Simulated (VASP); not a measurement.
Band structure of TaAs (relaxed from the wurtzite structure, space group P6_3mc). Method: PBEsol GGA, VASP's PBE PAW potentials (set 64) (plane waves; VASP).

Unless said otherwise, spin-orbit coupling is left out, though it shifts the bands of the heavy elements here.

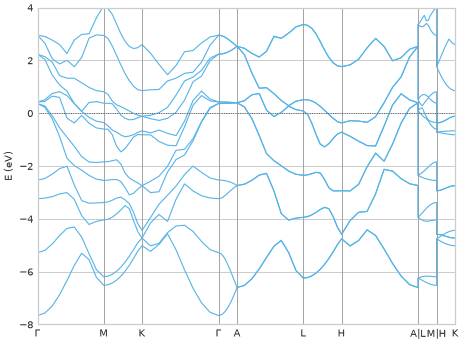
*Bands along high-symmetry lines, zero at the valence-band maximum or, without a gap, the Fermi level*

Problem. Read the plot: is there a gap, and where are the band edges?

Solution. It has no gap at this level: it comes out as a metal or semimetal. (Edges off the drawn lines would not show.)

The structure was generated: TaAs was put into the wurtzite type (P6_3mc), which need not be its known phase. It was relaxed first, which changed the volume by -51 %.
